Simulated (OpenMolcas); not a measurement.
# Cu²⁺ among point charges: CASSCF and CASPT2 levels and susceptibility

How does a field of 6 point charges split the states of Cu²⁺, and what χT follows?

Program: OpenMolcas 26.06. Level of theory: state-averaged CASSCF and CASPT2, spin-orbit coupling by RASSI with atomic mean-field integrals. These are calculated values, not measurements, unless marked.

### 1 The system

```
Species                           : Cu²⁺ (copper, Z = 29, 27 electrons)
Basis                             : ANO-RCC-VTZP [6s5p3d2f1g], 59 functions
Scalar Hamiltonian                : DKH2, point nucleus
Inactive shells                   : 1s 2s 2p 3s 3p
Active space                      : 9 electrons in 5 orbitals (3d)
Some configurations of this space : 3d⁹
Orbitals                          : optimised for each spin and parity, averaged over all roots
```

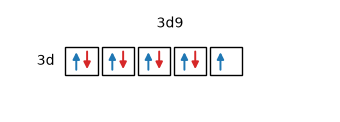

Outer shells as boxes.

The ion sits among 6 point charges of -1 e arranged as a trigonal prism (D3h), 2.03 Å from the ion, with a polar angle of 50.1° against the regular 49.1°.

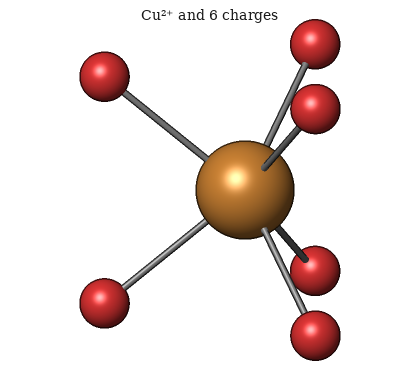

The ion and the point charges (red).

The work runs as a chain of OpenMolcas steps in one folder; each step below is one input file. Labels, J, g values, rates, χT and fits are worked out afterwards by a script from the matrices that RASSI stores.

### 2 One- and two-electron integrals

a.inp reads:

```
&GATEWAY
Coord
1

Cu 0.0 0.0 0.0
Basis=ANO-RCC-VTZP
Group=NoSym
NoMove
AngMom=0.0 0.0 0.0
AMFI
XField
6 Angstrom 0
1.556936 0.000000 1.302632 -1.000000
-0.778468 1.348346 1.302632 -1.000000
-0.778468 -1.348346 1.302632 -1.000000
1.556936 0.000000 -1.302632 -1.000000
-0.778468 1.348346 -1.302632 -1.000000
-0.778468 -1.348346 -1.302632 -1.000000
&SEWARD
```

### 3 Reference wave functions, doublets, 5 roots

a.inp reads:

```
&RASSCF
FileOrb=start.orb
Symmetry=1
Spin=2
nActEl=9 0 0
Inactive=9
Ras2=5
CIRoot=5 5 1
SDav=5
CIMx=300
Iter=120 100
PrWF=0.3
OrbListing=Nothing
MaxOrb=0
>>> COPY $Project.JobIph JOB001
```

start.orb holds the contracted functions of the basis, ordered by shell, or the orbitals of the step before.

### 4 RASSI: spin-orbit coupling between the states

a.inp reads:

```
&RASSI
NrOfJobIphs=1 5
1 2 3 4 5
IphNames
JOB001
EJob
SpinOrbit
DIPRint=1.0
SOCoupling=1000.0
Subsets=2
Property=9
'ANGMOM' 1 'ANGMOM' 2 'ANGMOM' 3 'MLTPL  1' 1 'MLTPL  1' 2 'MLTPL  1' 3
'AMFI' 1 'AMFI' 2 'AMFI' 3
SOProperty=3
'ANGMOM' 1 'ANGMOM' 2 'ANGMOM' 3
```

### 5 CASPT2: IPEA 0.25, imaginary shift 0.1 (closed shells correlated: 3s 3p)

a.inp reads:

```
>>> COPY JOB001 $Project.JobIph
&CASPT2
Multistate=5 1 2 3 4 5
NoMult
Frozen=5
IPEA=0.25
Imaginary=0.1
MaxIter=60
WThr=0.0 0.3 0.05
PrWF=0.5
NoMix
```

(Steps that only read results are left out.)

What does the calculation give? Wanted: spin-free ground state; first state of the same spin within the active space; lowest level; next level.

The runs gave:

```
                                            quantity                                                                        value
                                              method  SS-CASPT2, IPEA 0.25, imaginary shift 0.1 (closed shells correlated: 3s 3p)
                              spin-free ground state                                               2E, 2-fold in its orbital part
first state of the same spin within the active space                                                              2A1 at 770 cm⁻¹
                                        lowest level                                            2-fold E3/2, g = 0.00, 0.00, 3.90
                                          next level                                                                   173.3 cm⁻¹
                                         χT at 300 K                                                               1.28 cm³ K/mol
                           effective moment at 300 K                                                                      3.20 μB
```

Cost by method:

```
                                              method  time of its own steps  time with the reference
                                           A. CASSCF                  2.4 s                    2.4 s
B. SS-CASPT2, IPEA 0.25, imaginary shift 0.1, +3s 3p                  1.5 s                    3.9 s
```

Times are of one thread on a shared host.

What this shows: The spin-free ground state (2E) comes to 100 % from free-ion D terms and keeps the highest spin of the shell. χT at 300 K is 1.28, against 0.38 cm³ K/mol for the spin alone, so orbital moment adds to it. CASPT2 does not keep the components of a term degenerate, and the means are used. The field of point charges can differ much from that of real complexes. Point charges carry no covalency, so the field is a model and not that of real ligands.
